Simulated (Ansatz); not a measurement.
# BSiNH2ClF (SMILES F[Si]1(Cl)BN1): BLYP/cc-pVDZ

Aim: the energy change on altering one bond length of BSiNH2ClF at BLYP/cc-pVDZ, from 2 runs. 

The results are computed with Ansatz 0.2.0.

139 further runs of the same task are left out: 139 set aside as unsound or not needed.

### 1 The structure to begin with

The species is BSiNH2ClF (7 atoms), meant as a singlet with charge 0. As SMILES, `F[Si]1(Cl)BN1`. The coordinates come from a PBE0-D4/def2-TZVP relaxation.

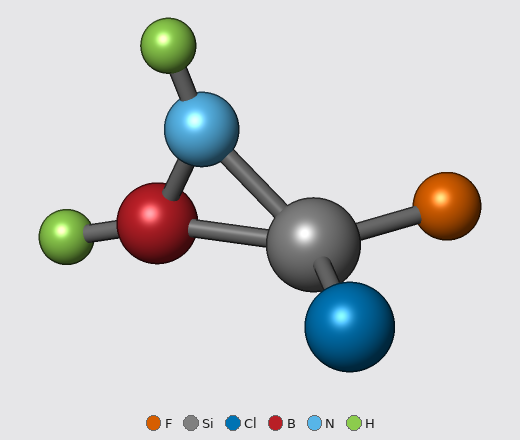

Viewed from a chosen angle; fluorine orange, silicon grey, chlorine blue, boron red, nitrogen blue, hydrogen green.

### 2 The energy at BLYP/cc-pVDZ

in.yaml

```yaml
crystal:
  periodic: [false, false, false]
  atoms:
    - {symbol: F, position_ang: [-0.412200, -2.179200, -0.210300]}
    - {symbol: Si, position_ang: [-0.003600, -0.782500, 0.428000]}
    - {symbol: Cl, position_ang: [1.448800, -1.240300, 1.779600]}
    - {symbol: B, position_ang: [-0.771300, 0.907300, 0.039600]}
    - {symbol: "N", position_ang: [0.347500, 0.475500, -0.686800]}
    - {symbol: H, position_ang: [-1.454900, 1.876800, 0.033100]}
    - {symbol: H, position_ang: [0.906900, 0.874400, -1.428900]}
basis:
  gaussian: {orbitals: cc-pVDZ}
hamiltonian: {xc: {name: BLYP}}
accuracy: high
output: {orbitals: {seedname: orbitals}}
```

Started as:

```console
$ ansatz run in.yaml --threads 1 --pin off --max-ram 2610MiB --events-out events.jsonl --progress --plain --runs-dir runs
```

The program printed:

```text
Warning: RAYON_NUM_THREADS=1 ignored (pool sized by the plan → 1); use --threads N
Functional definition: BLYP
  name "BLYP"
  parameter beta = 0.0042
  parameter a = 0.04918
  parameter b = 0.132
  parameter c = 0.2533
  parameter d = 0.349
  exchange = b88_x(beta = beta)
  correlation = lyp_c(a = a, b = b, c = c, d = d)
1963 factors; integrals over basis functions are off by at most 3.6e-9 eV
mean field evaluation 1: about -25307.6777 eV, gradient 6.9e1 eV
mean field evaluation 2: about -25269.6789 eV, gradient 1.3e2 eV
mean field evaluation 4: about -25317.1579 eV, gradient 1.4e1 eV
mean field evaluation 8: about -25317.5081 eV, gradient 6.9e-1 eV
mean field evaluation 16: about -25317.5093 eV, gradient 3.3e-5 eV
mean field -25317.50932552 eV, -930.4013068886 hartree, gradient 3.0e-8 eV, S^2 0.000000; 0 other end points of the search recorded, 0 dependent functions left out
reference -25317.50937912 eV, -930.4013088584 hartree; 27, 27 occupied and 61, 61 virtual orbitals, 1963 factors
Total energy: -25317.50937912 eV, -930.4013088584 hartree
```

Wall time 8.7 s (1 thread of Arm Neoverse V1, shared host); peak memory 0.21 GiB.

### 3 The distorted shape, same level

input.yaml

```yaml
crystal:
  periodic: [false, false, false]
  atoms:
    - symbol: F
      position_ang: [-0.691914, -2.378660, 0.160768]
    - symbol: Si
      position_ang: [-0.283314, -0.981960, 0.799068]
    - symbol: Cl
      position_ang: [1.169086, -1.439760, 2.150668]
    - symbol: B
      position_ang: [-1.051014, 0.707840, 0.410668]
    - symbol: N
      position_ang: [0.067786, 0.276040, -0.315732]
    - symbol: H
      position_ang: [-1.734614, 1.677340, 0.404168]
    - symbol: H
      position_ang: [0.906900, 0.874400, -1.428900]
basis:
  gaussian:
    orbitals: cc-pVDZ
hamiltonian:
  xc: {name: BLYP}
accuracy: high
output: {orbitals: {seedname: orbitals}}
```

Started as:

```console
$ ansatz run input.yaml --threads 1 --pin off --max-ram 2610MiB --events-out events.jsonl --progress --plain --runs-dir runs
```

The program printed (excerpt; [...] marks lines left out):

```text
Warning: RAYON_NUM_THREADS=1 ignored (pool sized by the plan → 1); use --threads N
[... 9 set-up lines as earlier in the session ...]
1969 factors; integrals over basis functions are off by at most 3.6e-9 eV
mean field evaluation 1: about -25305.0579 eV, gradient 6.9e1 eV
mean field evaluation 2: about -25257.5807 eV, gradient 1.4e2 eV
mean field evaluation 4: about -25314.9773 eV, gradient 1.6e1 eV
mean field evaluation 8: about -25315.7690 eV, gradient 5.1e-1 eV
mean field evaluation 16: about -25315.7696 eV, gradient 3.8e-5 eV
mean field -25315.76963619 eV, -930.3373744851 hartree, gradient 2.2e-8 eV, S^2 0.000000; 0 other end points of the search recorded, 0 dependent functions left out
reference -25315.76969134 eV, -930.3373765119 hartree; 27, 27 occupied and 61, 61 virtual orbitals, 1969 factors
Total energy: -25315.76969134 eV, -930.3373765119 hartree
```

Wall time 8.4 s (1 thread of Arm Neoverse V1, shared host); peak memory 0.21 GiB.

### 4 Summary of results

Level: BLYP/cc-pVDZ.

| quantity | value |
| --- | --- |
| first shape: total energy | -930.40131 Eh |
| first shape: HOMO energy | -6.18 eV |
| first shape: LUMO energy | -1.42 eV |
| first shape: HOMO–LUMO gap | 4.75 eV |
| distorted shape: total energy | -930.33738 Eh |
| distorted shape: HOMO energy | -6.42 eV |
| distorted shape: LUMO energy | -2.65 eV |
| distorted shape: HOMO–LUMO gap | 3.77 eV |
| energy change with the N5–H7 bond stretched from 1.011 to 1.517 Å | 1.740 eV |

With the N5–H7 bond stretched from 1.011 to 1.517 Å the energy rises by 1.74 eV (168 kJ/mol). The first shape isn't relaxed at this level, so the change isn't measured from a minimum.
